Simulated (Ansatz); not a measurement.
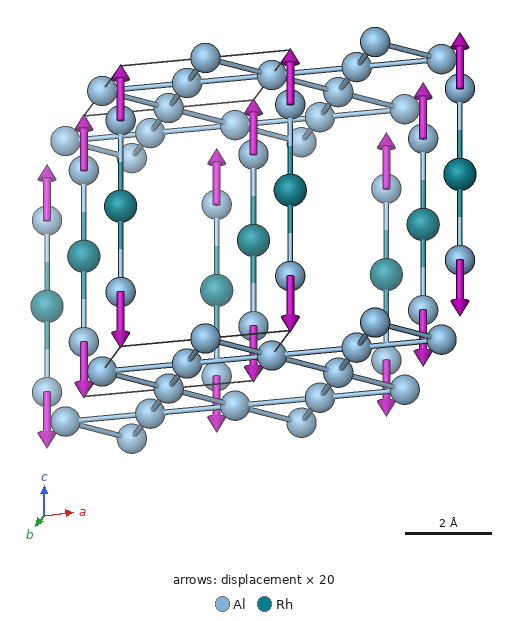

This is a relaxation of crystalline Al$_{5}$Rh (a generated structure, set up in P6/mmm) (coarse preliminary run). The starting structure is drawn; purple arrows show the displacements (the part carried along by the change of the cell is left out), 20 times their true length.

The picture is a ball-and-stick view of the cell of the calculation, repeated 2 × 2 × 1 with one cell outlined, seen from a free direction.

Theory: DFT PBE, scalar-relativistic, plane waves, PAW in Ansatz.

The input:
```yaml
crystal:
  lattice:
    - [4.15826224, 0.0, 0.0]
    - [-2.07913112, 3.60116074, 0.0]
    - [0.0, 0.0, 6.82187199]
  atoms:
    - { symbol: Al, position: [0.0, 0.0, 0.19415269] }
    - { symbol: Al, position: [0.0, 0.0, 0.80584731] }
    - { symbol: Al, position: [0.5, 0.0, 0.0] }
    - { symbol: Al, position: [0.0, 0.5, 0.0] }
    - { symbol: Al, position: [0.5, 0.5, 0.0] }
    - { symbol: Rh, position: [0.0, 0.0, 0.5] }
basis:
  ecutwfc: 420
kpoints:
  mp_grid: { grid: [6, 6, 4] }
hamiltonian:
  xc: pbe
scf:
  occupations: { method: gaussian, width: 0.1 }
  lower_state_search: "off"
output:
  forces: true
  stress: true
  eigenvalues: true
relax:
  adjacent_minimum: "off"
  f_tol: 0.04
  max_steps: 70
  cell: { stress_tol: 0.4 }
```

Launched with:
```bash
ansatz run input.yaml --threads 1 --pin off --max-ram 2560MiB --backend cpu --events-out ev --progress --plain --runs-dir out
```

### Which element moves most?

Aluminium: up to 0.069 Å, against 0.000 Å for rhodium.

### Describe the change and its energy.

The energy falls by 1524 meV per atom in 8 accepted moves (10 points after the start). Largest force component: 0.4 eV/Å at the start, 0.0029 eV/Å at the end. Pressure: 59.41 GPa at the start and −0.06 GPa at the end. The SCF was repeated twice at an unchanged geometry on a basis and grid sized afresh for the cell, which shifted the energy by 54.3 meV per atom at most. The largest moves relative to the cell, 0.069 Å, are those of Al1 and Al2. Al2 goes along +c. Rh stays in place. The volume changes by +69.3 %, with a = b 4.158 → 5.184 Å (+24.7 %), c 6.822 → 7.430 Å (+8.9 %). Near-neighbour distances that change, for instance: Al3–Al4 2.079 → 2.592 Å, Al1–Rh6 2.086 → 2.341 Å, Al1–Al2 2.649 → 2.747 Å. The space group stays P6/mmm (No. 191).
